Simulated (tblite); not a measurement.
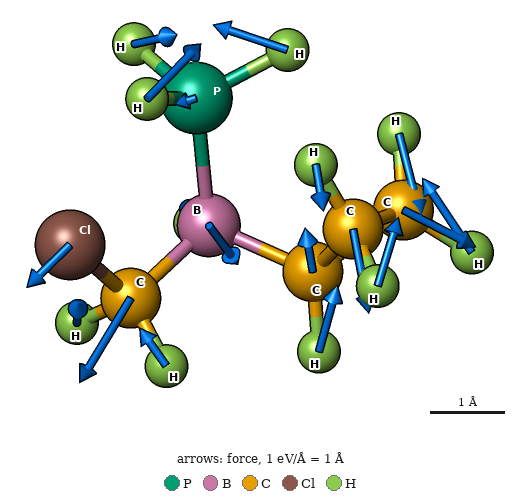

Starting geometry of C4H11BClP with the computed forces as blue arrows. Style: ball-and-stick. Shown face on.

Theory: tblite, GFN2-xTB geometry optimisation, gas phase. 

### Is this structure relaxed? If not, where do the atoms go?

It isn't relaxed: the largest force vector, on a C atom, is 1.40 eV/Å. The final displacements follow the starting forces only in part (cosine between the two patterns 0.33). The atom that moves furthest after the best rigid fit is the Cl atom (0.85 Å). By element the largest moves are Cl 0.85 Å, H 0.71 Å, C 0.33 Å, P 0.12 Å, B 0.12 Å. Among the contacts that change: Cl–P 2.957 → 2.746 Å, B–P 1.895 → 1.964 Å, H–P 1.421 → 1.379 Å, C–H 1.122 → 1.082 Å. Bond angles that change, for instance: H–P–H 111.4° → 97.3°, B–P–H 112.1° → 125.8°, H–P–H 109.2° → 96.1°. Groups turn about B–P by about 25°, B–C by about 25°. After 115 geometry steps the energy has fallen by 1.023 eV. The run took 1.4 s on 1 thread of Arm Neoverse N1, on a shared host.
